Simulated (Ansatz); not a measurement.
# C₂H₈BN: how energies converge with the basis set

Aim: see how fast density functionals converge with the basis set for C₂H₈BN.

Program: Ansatz 0.2.0, Gaussian basis. Level of theory: one geometry, several basis sets. These are calculated values, not measurements.

Levels to be run: PBE0-D4/def2-SVP; ωB97M-V/def2-SVP; PBE0-D4/def2-QZVPP; ωB97M-V/def2-QZVPP; the functionals' def2-TZVPP values are taken from earlier runs.

### Step 1. The geometry

All runs share one geometry, relaxed beforehand with PBE0-D4 in a triple-zeta def2 set.

SMILES `CBCN`, 12 atoms, charge 0, spin multiplicity 1.

Atoms are counted from 1 here; the program's logs count them from 0.

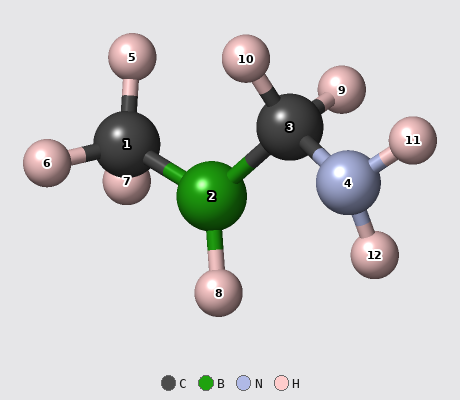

The geometry (carbon dark grey, boron green, nitrogen light blue, hydrogen pink); atoms are numbered from 1 in the order of the file.

### Step 2. PBE0-D4 in def2-SVP

Input file in.yaml:

```yaml
crystal:
  periodic: [false, false, false]
  atoms:
    - {symbol: C, position_ang: [-1.132781, 1.453492, -0.321350]}
    - {symbol: B, position_ang: [-0.651712, 0.030338, 0.088705]}
    - {symbol: C, position_ang: [0.847147, -0.379471, 0.026255]}
    - {symbol: N, position_ang: [1.211386, -1.610585, 0.702887]}
    - {symbol: H, position_ang: [-0.364425, 2.095575, -0.758279]}
    - {symbol: H, position_ang: [-1.500162, 1.947422, 0.589784]}
    - {symbol: H, position_ang: [-1.999187, 1.420081, -0.989233]}
    - {symbol: H, position_ang: [-1.469699, -0.783863, 0.434850]}
    - {symbol: H, position_ang: [1.044086, -0.380961, -1.070397]}
    - {symbol: H, position_ang: [1.466257, 0.448726, 0.397525]}
    - {symbol: H, position_ang: [2.106180, -1.965799, 0.393862]}
    - {symbol: H, position_ang: [0.520011, -2.329955, 0.539391]}
basis:
  gaussian: {orbitals: def2-SVP}
hamiltonian: {xc: pbe0, dispersion: d4}
output: {orbitals: {seedname: orbitals}}
```

Started as:

```
> ansatz run in.yaml --threads 2 --pin off --events-out ev --progress --plain --max-ram 4352MiB
```

Further steps of the session: ωB97M-V in def2-SVP; PBE0-D4 in def2-QZVPP; ωB97M-V in def2-QZVPP.

**Question.** What will the summary of the whole plan be? Wanted: PBE0-D4: double and triple zeta above quadruple; ωB97M-V: double and triple zeta above quadruple.

As calculated:

| quantity | value |
| --- | --- |
| PBE0-D4: double and triple zeta above quadruple | 5.22, 0.28 eV |
| ωB97M-V: double and triple zeta above quadruple | 5.51, 0.27 eV |

In words: For PBE0-D4 the step from double to triple zeta gains 4.95 eV and the next only 0.28 eV. These are total energies; as a rule much of such shifts cancels in differences, which this series doesn't test.
